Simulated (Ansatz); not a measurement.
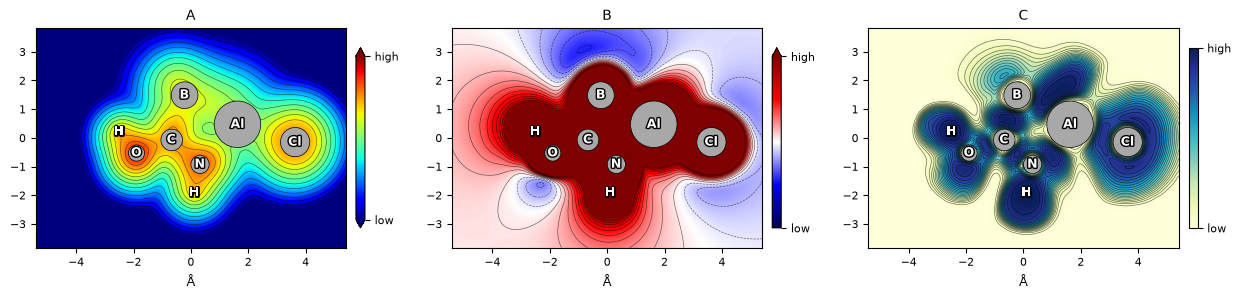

CH4AlBClNO: 3 fields on the plane of atoms B1, C2 and O3, with unlabelled colour scales. Grey discs cover the atomic cores.

Theory: RKS BHLYP-D4/def2-SVP (Ansatz 0.2.0).

Match the panels to the quantities (electron density, electron localisation function and electrostatic potential).

Panel A: electron density. Panel B: electrostatic potential (strongly positive close to the atoms, with negative regions outside electron-rich atoms). Panel C: electron localisation function. From the grid: C–N (1.31 Å): ρ is about 2.7 e/Å³ halfway; the ELF peaks at about 0.90 between the atoms (localised, covalent bonding). C–O (1.31 Å): ρ is about 2.7 e/Å³ halfway; the ELF peaks at about 0.90 between the atoms, as expected for a polar covalent bond.
